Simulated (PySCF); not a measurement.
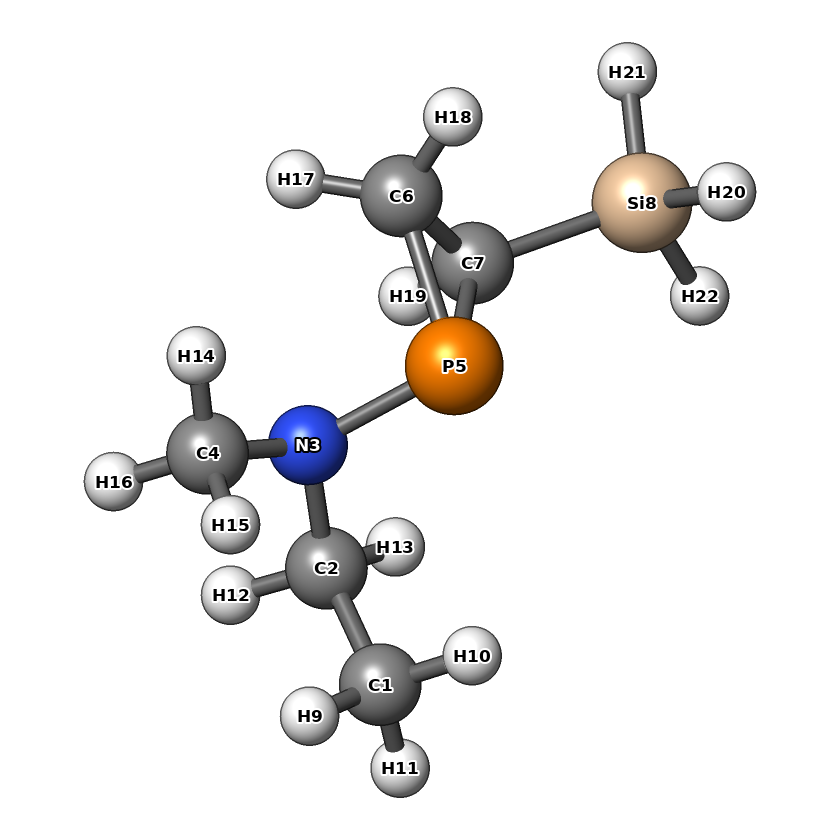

The thickness of each stick grows with its Mayer bond order. The geometry was computed by an optimisation with GFN2-xTB. No frequency run is at hand to confirm it as a minimum. Method: PBE0/pcSseg-1 (PySCF 2.14.0).

List the Mayer bond orders of C1–C2, C2–N3, N3–C4, N3–P5, P5–C6, P5–C7, C6–C7, C7–Si8 (bonds between heavy atoms, one of each equivalent set).

```csv
bond,Mayer order,length (Å)
C1–C2,1.04,1.529
C2–N3,0.96,1.453
N3–C4,0.95,1.453
N3–P5,0.90,1.742
P5–C6,0.92,1.840
P5–C7,0.89,1.860
C6–C7,0.96,1.504
C7–Si8,0.87,1.883
```

The geometry is semi-empirical. Around P, Si such bond lengths and angles can be off by a tenth of an ångström or more and by several degrees, and values that hang on the shape move with them.
